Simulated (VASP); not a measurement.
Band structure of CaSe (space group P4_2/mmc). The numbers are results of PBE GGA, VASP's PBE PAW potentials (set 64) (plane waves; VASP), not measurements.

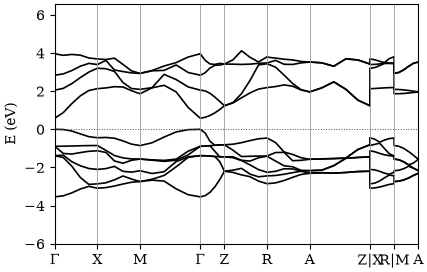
Fig. 1. Bands along high-symmetry lines, zero at the valence-band maximum or, without a gap, the Fermi level

Problem. Read the plot: is there a gap, and where are the band edges?

Solution. The gap is direct, 0.58 eV, from the valence maximum at Γ to the conduction minimum at Γ.

The structure was generated: CaSe was put into an ordered model structure, which need not be its known phase. The cell was not relaxed at this level.
